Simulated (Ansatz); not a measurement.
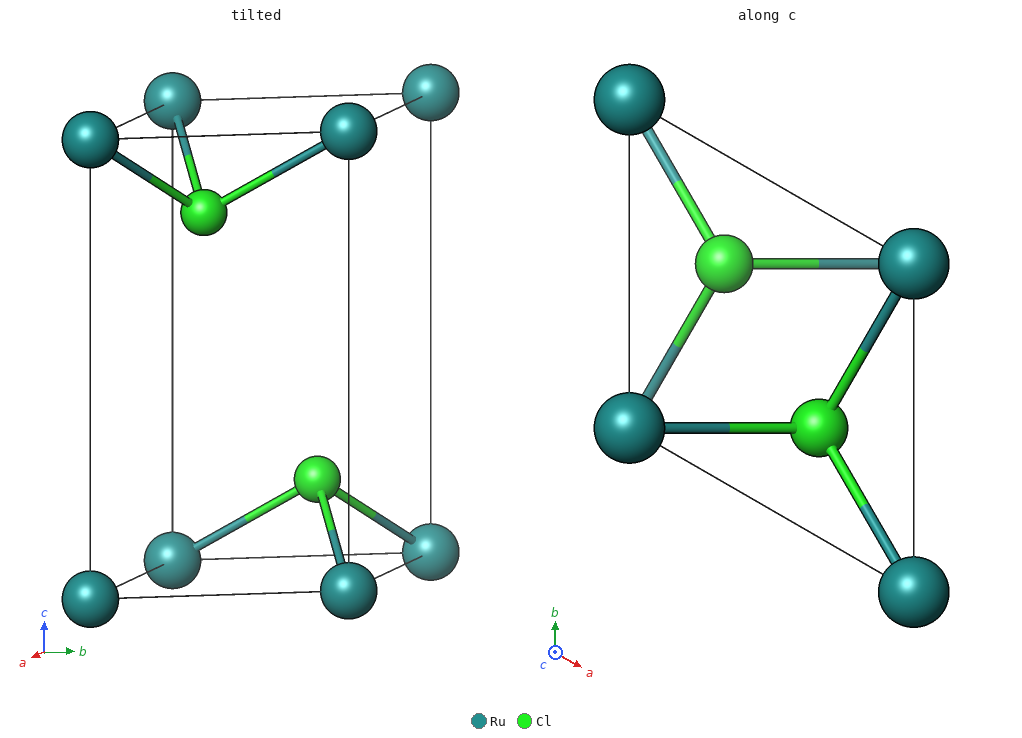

The figure gives a ball-and-stick picture of the atoms, viewed slightly off an axis and along the c axis. Atoms at the boundary of the conventional unit cell (the box) are drawn once for each face, edge or corner they touch.

RuCl₂, cadmium iodide (CdI₂, 1T) type, space group P-3m1 (No. 164), a = 3.599 Å, b = 3.599 Å, c = 6.342 Å, α = 90.00°, β = 90.00°, γ = 120.00°. The model was built from a structure type filled with these elements by a generator (whether the compound takes this form wasn't checked). Earlier steps of the study, as a rule a relaxation of our own, may have changed the cell and positions, so they can lie some per cent off the listed ones. A calculation with Ansatz used it as input.

This one geometry was computed with Ansatz (DFT, plane waves, PAW) at six levels of theory: HSE06, PBE with spin-orbit coupling, r2SCAN, LDA, PBEsol and PBE.

### Which level gives the highest pressure at this volume, and what does that say about its equilibrium volume?

Highest: PBE with spin-orbit coupling (0.1 GPa), r2SCAN (-0.3 GPa) and PBE (0.0 GPa), which points to the largest equilibrium volume. Lowest, with the smallest volume: LDA (-6.2 GPa). Levels within 0.5 GPa of each other can't be told apart.

### How does the band gap change with the level of theory?

LDA: a gap of 0.92 eV on the k-mesh; PBEsol: a gap of 1.00 eV on the k-mesh; PBE: a gap of 1.07 eV, indirect; PBE with spin-orbit coupling: a gap of 1.08 eV on the k-mesh; r2SCAN: a gap of 1.53 eV on the k-mesh; HSE06: a gap of 3.04 eV on the k-mesh.

### Collect the results in a table.

| level | cutoff (eV) | k-mesh of the run's cell | gap (eV) | pressure (GPa) |
| --- | --- | --- | --- | --- |
| HSE06 | 420 | 6×6×4 | 3.04 | -0.7 |
| PBE with spin-orbit coupling | 420 | 12×12×6 | 1.08 | 0.1 |
| r2SCAN | 500 | 12×12×6 | 1.53 | -0.3 |
| LDA | 420 | 12×12×6 | 0.92 | -6.2 |
| PBEsol | 420 | 12×12×6 | 1.00 | -3.8 |
| PBE | 420 | 12×12×6 | 1.07 | 0.0 |

Gaps are taken on the k-mesh or band path of each run.
